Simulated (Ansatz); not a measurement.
Start from this file.

```
Al N
1.0
     3.13021    0.00000    0.00000
    -1.56510    2.71084    0.00000
     0.00000    0.00000    5.01804
Al N
2 2
Direct
  0.66667 0.33333 0.49923
  0.33333 0.66667 0.99923
  0.66667 0.33333 0.88077
  0.33333 0.66667 0.38077
```

### Say what kind of structure these coordinates give.

The stoichiometry is AlN. Space group P6_3mc (No. 186), lattice primitive hexagonal. The structure type is wurtzite. The cell has 4 atoms, namely 2 Al, 2 N. The polyhedra are AlN4 tetrahedra; they share corners. Al is linked to four N in a tetrahedral arrangement at 1.90 to 1.91 Å. N is linked to four Al in a tetrahedral arrangement at 1.90 to 1.91 Å. The bonds build a three-dimensional framework.

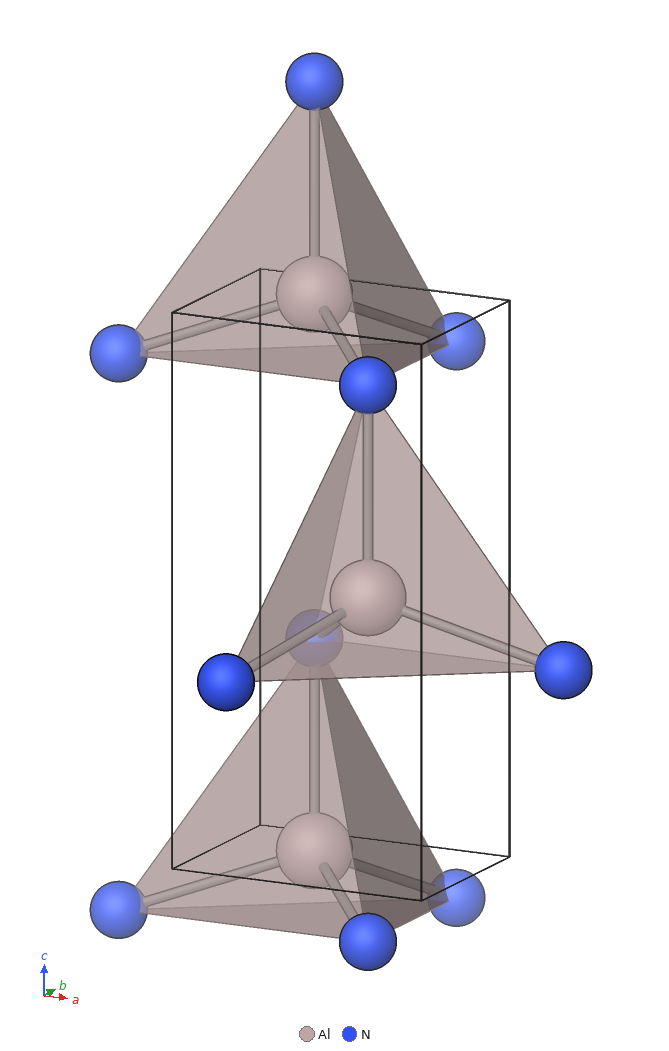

The crystal in a polyhedral representation, seen slightly off an axis. The frame is the conventional unit cell; atoms at its boundary are shown with their periodic copies. Some atoms of the next cells are drawn as well.

Origin of the cell: a structure listed in the Materials Project. Earlier steps of the study may have refined or changed the cell and positions. Ansatz was used for an electronic-structure calculation on it.
